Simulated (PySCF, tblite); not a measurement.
# C₅H₁₀O₂SSi: geometry, infrared bands and NMR shifts

Aim: predict the infrared bands and NMR shifts of C₅H₁₀O₂SSi (`[SiH3]OC(=S)OCC1CC1`).

Computed with tblite 0.8.0 and PySCF 2.14.0, with density-fitted response routines of our own, on a single molecule in the gas phase. Atoms are numbered from 0 throughout.

## (1) Starting geometry

19 atoms, charge 0, multiplicity 1; geometry from: force field or distance geometry start.

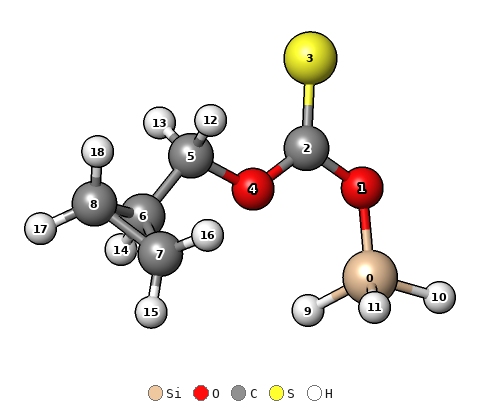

As it starts; silicon light orange, oxygen red, carbon grey, sulfur yellow, hydrogen white, atoms numbered.

## (2) Optimising the geometry with GFN2-xTB

The job: settings as JSON, then the geometry in Å.

```
{"job": {"kind": "relax", "xc": "GFN2-xTB", "basis": "xTB"}, "charge": 0, "multiplicity": 1}
Si    -3.275700     0.868500    -0.245100
O     -2.956600    -0.419200     0.716100
C     -1.744300    -1.025600     0.900600
S     -1.661200    -2.301900     1.926900
O     -0.736300    -0.491800     0.185100
C      0.600000    -1.010400     0.272400
C      1.473300    -0.193100    -0.638000
C      2.008100     1.148000    -0.185800
C      2.945700    -0.025800    -0.340700
H     -2.979300     0.542100    -1.654000
H     -4.729600     1.203100    -0.144400
H     -2.500000     2.048200     0.193100
H      0.948500    -0.936900     1.321500
H      0.625900    -2.054100    -0.059900
H      1.170900    -0.291100    -1.669800
H      2.049000     1.938100    -0.915000
H      1.774100     1.489700     0.815900
H      3.626400    -0.019600    -1.180900
H      3.351100    -0.458800     0.566200
```

Command:

```console
$ OMP_NUM_THREADS=1 python probes_run.py task.json out
```

The driver reads the jobs from task.json and runs them one after another.

**Question.** This job is followed by: GFN2-xTB harmonic vibrations, gas phase; GIAO PBE0/pcSseg-1 NMR shielding, non-relativistic, gas phase. Predict these results of the whole session: strongest single infrared mode (GFN2-xTB); zero-point energy (GFN2-xTB); 13C shifts against TMS (PBE0/pcSseg-1, means over atoms taken as alike); 1H shifts against TMS (PBE0/pcSseg-1, means over atoms taken as alike); 29Si shifts against TMS (PBE0/pcSseg-1); 17O shifts against H2O (PBE0/pcSseg-1); 33S shifts against CS2 (PBE0/pcSseg-1).

**Answer**, as computed:

```
                                                               quantity                             value
                              strongest single infrared mode (GFN2-xTB)             1331 cm⁻¹, 637 km/mol
                                           zero-point energy (GFN2-xTB)                     86.9 kcal/mol
13C shifts against TMS (PBE0/pcSseg-1, means over atoms taken as alike)        197.8, 82.5, 12.3, 5.0 ppm
 1H shifts against TMS (PBE0/pcSseg-1, means over atoms taken as alike)  4.85, 4.13, 1.17, 0.64, 0.29 ppm
                                29Si shifts against TMS (PBE0/pcSseg-1)                         -39.2 ppm
                                 17O shifts against H2O (PBE0/pcSseg-1)                  246.4, 180.9 ppm
                                 33S shifts against CS2 (PBE0/pcSseg-1)                           183 ppm
```

In words: Over 45 steps the energy fell by 0.253 eV; of the close pairs, O1–C2 changed most, 1.368 to 1.305 Å. No mode is imaginary among the 51: a minimum at this level. The strongest single mode, at 1331 cm⁻¹, moves mainly C2. GFN2-xTB is a fitted tight-binding method: band positions and strengths are rough. Its intensities can rank the bands wrongly. C2 (thiocarbonyl carbon) lies farthest downfield among carbon, at 197.8 ppm; the small n→π* gap of C=S deshields it strongly. At PBE0/pcSseg-1: The widest tensor belongs to S3: span 573 ppm, with a paramagnetic part of -736 ppm.
